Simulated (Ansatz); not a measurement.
**CH$_{5}$BGeO: density, localisation and related maps**

The calculation's input:

```
crystal:
  periodic: [false, false, false]
  atoms:
    - {symbol: B, position_ang: [-0.634436, 1.749968, -0.085648]}
    - {symbol: Ge, position_ang: [0.638202, 0.246893, 0.267830]}
    - {symbol: C, position_ang: [0.090428, -1.548280, -0.252112]}
    - {symbol: O, position_ang: [-0.172730, -1.226011, 1.067998]}
    - {symbol: H, position_ang: [-1.799308, 1.498952, -0.089240]}
    - {symbol: H, position_ang: [-0.242896, 2.843279, -0.355123]}
    - {symbol: H, position_ang: [2.084107, 0.316070, 0.759819]}
    - {symbol: H, position_ang: [-0.775232, -1.667730, -0.904465]}
    - {symbol: H, position_ang: [0.900265, -2.259440, -0.426259]}
basis:
  gaussian: {orbitals: def2-TZVPP}
hamiltonian: {xc: pbe0, dispersion: d4}
output: {orbitals: {seedname: orbitals}}
```

Run with:

```sh
ansatz run in.yaml --threads 2 --pin off --events-out ev --progress --plain --max-ram 4352MiB
```

Geometry: PBE0-D4/def2-TZVP.

Level of theory: RKS PBE0-D4/def2-TZVPP in Ansatz 0.2.0.

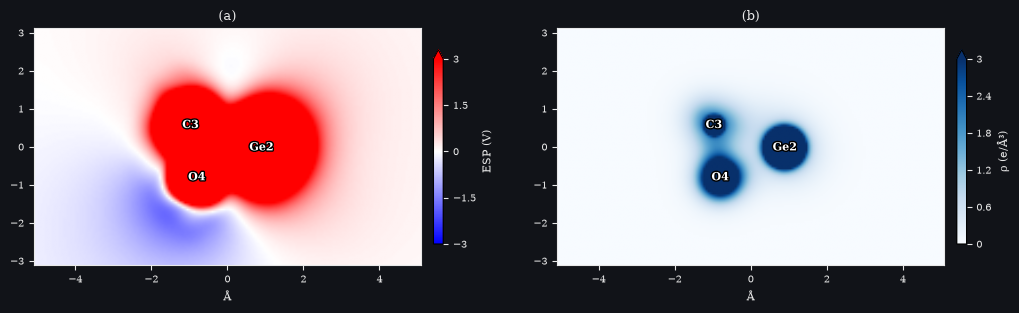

Figure 1. (a) molecular electrostatic potential; (b) total electron density on the plane of atoms C3, Ge2 and O4.

**Describe what can be read from this map.**

Atoms in the plane: Ge, C and O. C–O (1.38 Å): ρ at the midpoint is about 2.2 e/Å³, with its minimum of 1.9 e/Å³ about 0.5 Å from C. Ge–O (1.86 Å): ρ is about 0.81 e/Å³ halfway. C–Ge (1.95 Å): the density is about 0.76 e/Å³ at the midpoint. Outside the dense part of the molecule the potential is most negative (−1.8 V) near O4.

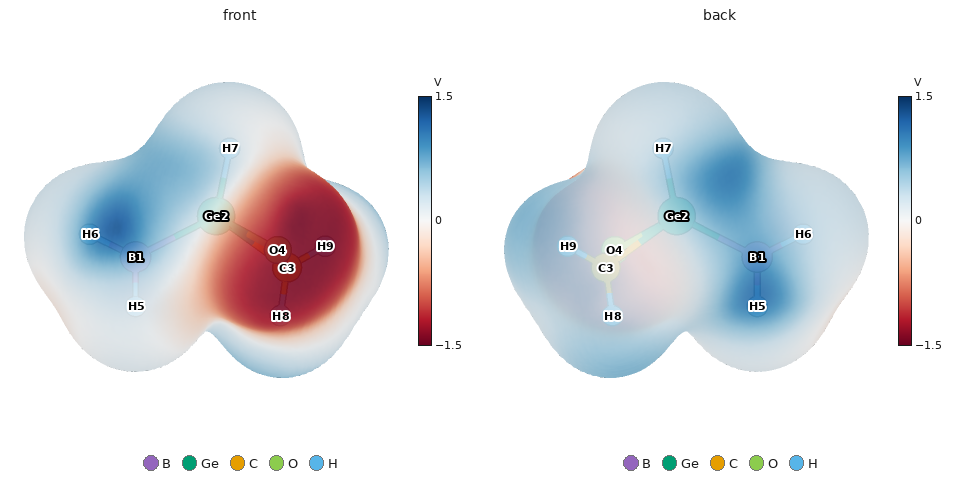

Figure 2. The molecular electrostatic potential painted on the density surface at 0.001 e/bohr³, seen from the front and from behind; the colour scale runs from red (negative) to blue (positive).

**Which sites attract a positive test charge, and which a negative one?**

A positive charge is drawn to the negative regions and a negative charge to the positive ones. The most negative region (about −1.4 V) lies over O4, the most positive (about +1.2 V) over B1. O4 is the likeliest acceptor of a hydrogen bond.

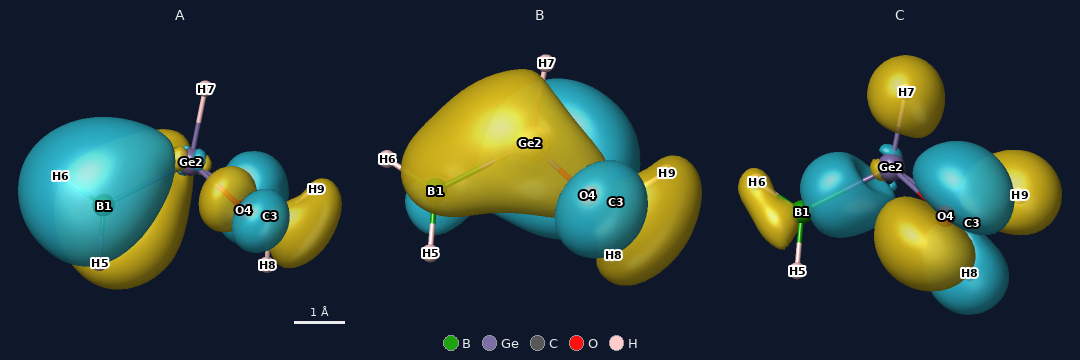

Figure 3. Three frontier orbitals at ±0.08 Å⁻³ᐟ² (yellow and cyan are the two phases), in no order.

**Which picture is the HOMO−1, the HOMO and the LUMO?**

C is the HOMO−1 (−7.85 eV). By Hirshfeld shares it lies mainly on O4 (about 60 %), C3 (about 10 %) and Ge2 (about 10 %). B is the HOMO (−7.00 eV). Its weight (Hirshfeld) is mainly on Ge2 (about 35 %), C3 (about 25 %), O4 (about 25 %) and B1 (about 10 %). A is the LUMO (−2.78 eV). It lies mainly on B1 (about 50 %), Ge2 (about 15 %), C3 (about 10 %) and O4 (about 5 %).

**What is the HOMO–LUMO gap?**

4.22 eV between the orbital energies.

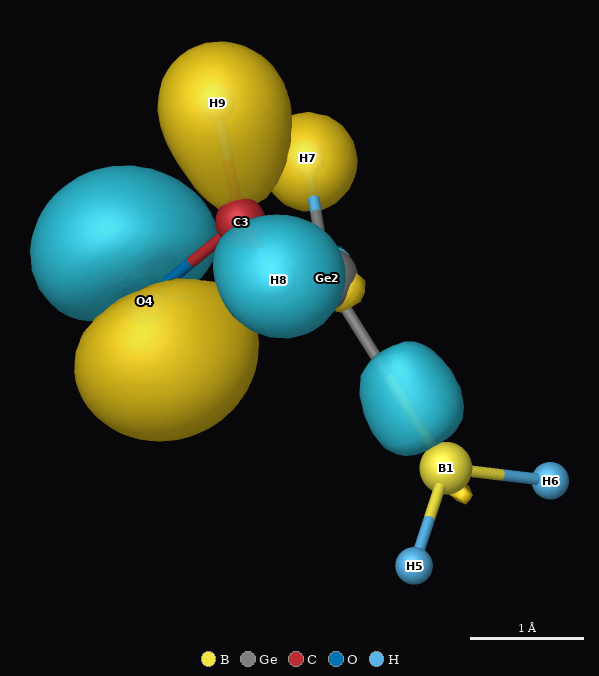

Figure 4. The HOMO−1 at ±0.15 Å⁻³ᐟ² (yellow and cyan are the two phases), seen at an oblique angle.

**Where does this orbital lie, and at what energy?**

By Hirshfeld shares it lies mainly on O4 (about 60 %), C3 (about 10 %) and Ge2 (about 10 %). Its energy is −7.85 eV.
